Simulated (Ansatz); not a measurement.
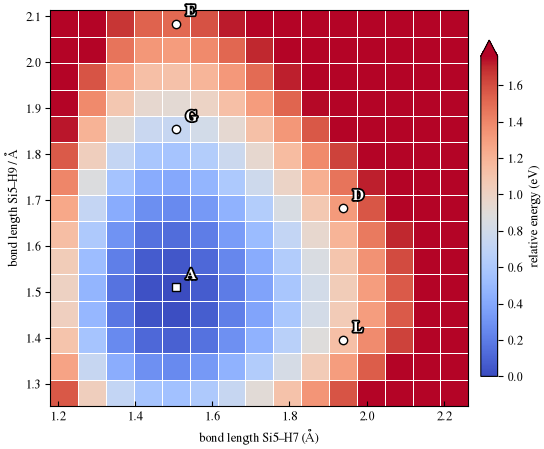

CH4F2OSi, SMILES FC(F)O[SiH3]. Coordinates scanned: (1) bond length Si5–H7; (2) bond length Si5–H9. Nothing is relaxed (all other coordinates rigid). Grid: 15 × 15 points. Energies: eV, counted from the lowest grid point. The reference is spin-restricted, which grows unreliable where a bond is stretched far. The calculation used RKS PBE0-D4/def2-SVP (Ansatz).

Drawn: one coloured cell a grid point, one colour for all values above the top of the scale, lettered points.

What kind of point is each of A, D, G, L: minimum, saddle, maximum or slope?

Answer. A: minimum; D: on a slope; G: on a slope; L: on a slope. (In these two coordinates alone; a stationary point may lie a little off the grid point.)

Rank the lettered points by energy, lowest first.

Answer. A (0.00 eV), G (0.74 eV), L (1.13 eV), D (1.32 eV), E (1.51 eV).
